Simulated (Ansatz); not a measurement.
## Electronic structure of Br2F2Si (SMILES F[Si](F)(Br)Br) in real space

Input

```
crystal:
  periodic: [false, false, false]
  atoms:
    - {symbol: Br, position_ang: [-1.341030, -0.500774, -1.569348]}
    - {symbol: Br, position_ang: [0.579510, 2.019891, 0.176676]}
    - {symbol: F, position_ang: [1.374245, -0.958177, -0.146929]}
    - {symbol: F, position_ang: [-0.609454, -0.547357, 1.441942]}
    - {symbol: Si, position_ang: [0.046627, -0.087385, 0.056258]}
basis:
  gaussian: {orbitals: def2-TZVPD}
hamiltonian: {xc: {name: PBE0}}
output: {forces: true, orbitals: {seedname: orbitals}}
```

Launched as:

```sh
ansatz run input.yaml --threads 2 --pin off --max-ram 5220MiB --events-out events.jsonl --progress --plain --runs-dir runs
```

Geometry: PBE0-D4/def2-SVP.

Computed with isolated molecule in a Gaussian basis; Kohn-Sham density functional theory, functional PBE0 (Ansatz).

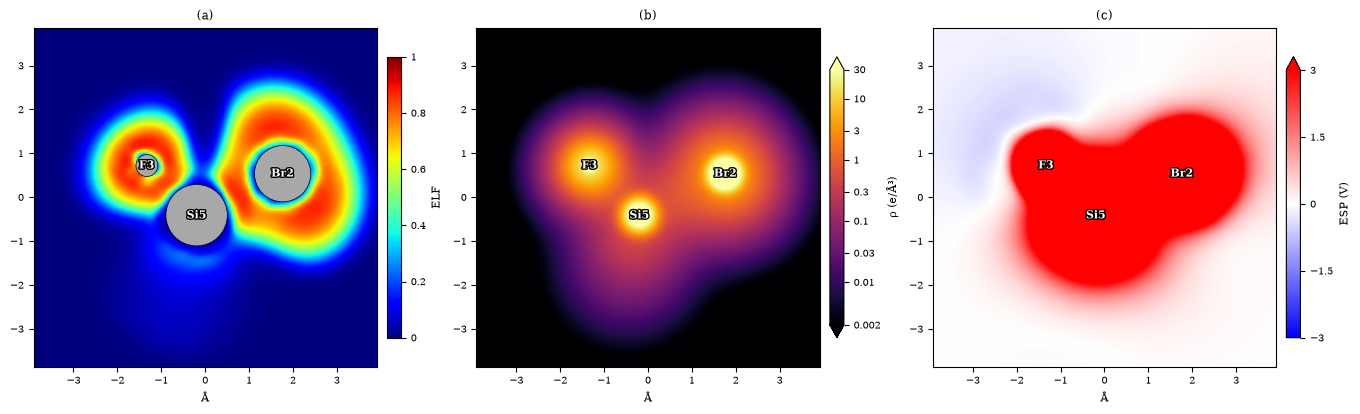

Figure 1. (a) ELF; (b) electron density; (c) molecular electrostatic potential on the plane of atoms Br2, Si5 and F3. Grey discs cover the atomic cores in the ELF map.

**Describe what can be read from this map.**

The section cuts through Br, F and Si sites. Si–F (1.60 Å): ρ at the midpoint is about 1.2 e/Å³; the ELF peaks at about 0.85 in the valence shell of F, 0.6 Å from its nucleus, and is about 0.50 at the midpoint. Si–Br (2.18 Å): the density is about 0.86 e/Å³ at the midpoint; the ELF peaks at about 0.85 between the atoms, as expected for a shared but strongly polarised pair. The ELF also peaks beside Br2 and F3, away from the bonds: lone-pair regions. Outside the dense part of the molecule the potential is most negative (−0.5 V) near F3.

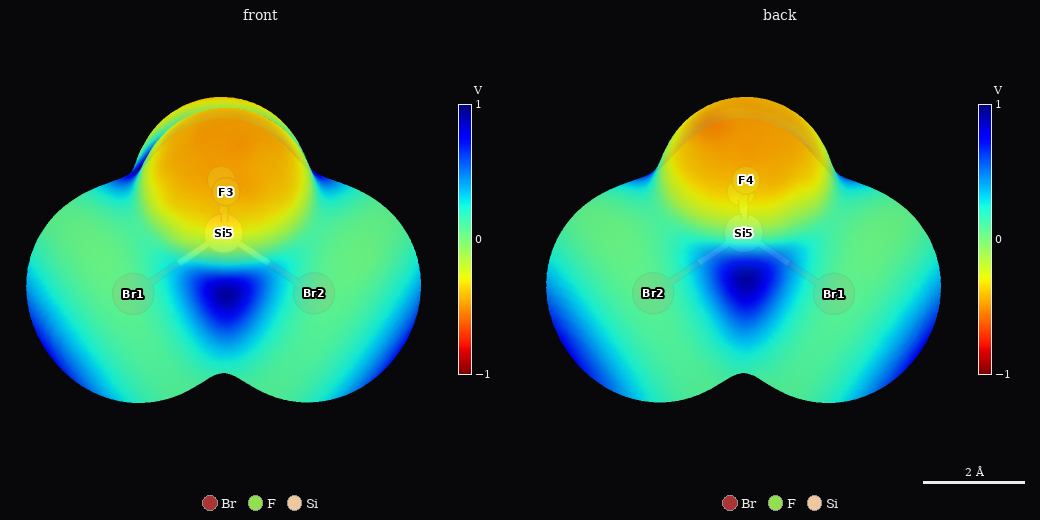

Figure 2. The molecular electrostatic potential painted on the density surface at 0.001 e/bohr³, seen from the front and from behind; the colour scale runs from red (negative) to blue (positive).

**Where is the surface potential most negative and most positive?**

The most negative region (about −0.5 V) lies over F3 and F4, the most positive (about +0.9 V) over Si5. Br1 shows a σ-hole: about +0.8 V at the tip opposite its bond, against about +0.1 V on its flanks. Br2 shows a σ-hole: about +0.8 V at the tip opposite its bond, against about +0.1 V on its flanks.

**How polar is the molecule by this calculation?**

Its dipole moment is 1.05 D.
